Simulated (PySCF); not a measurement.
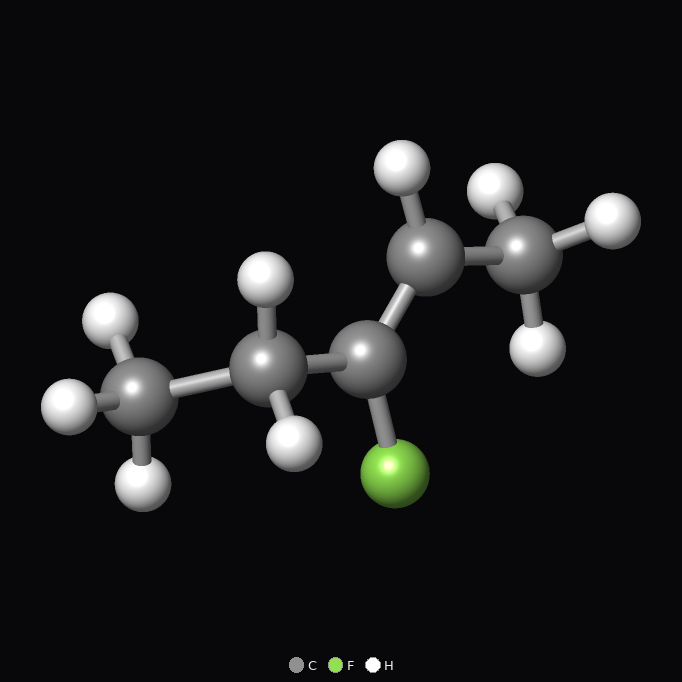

Source: calculation with PySCF.

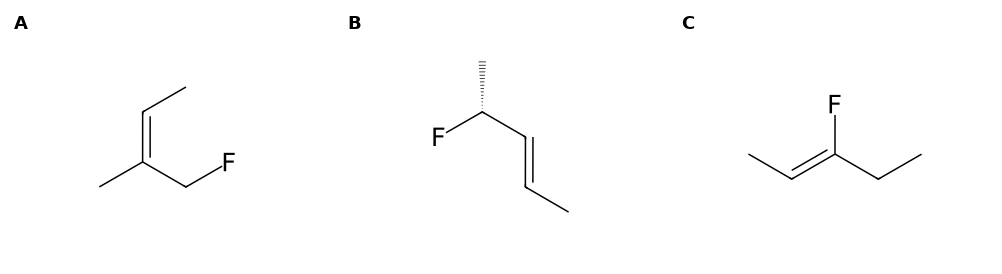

**Which structural formula matches the 3D model?**

C, `C/C=C(\F)CC`.
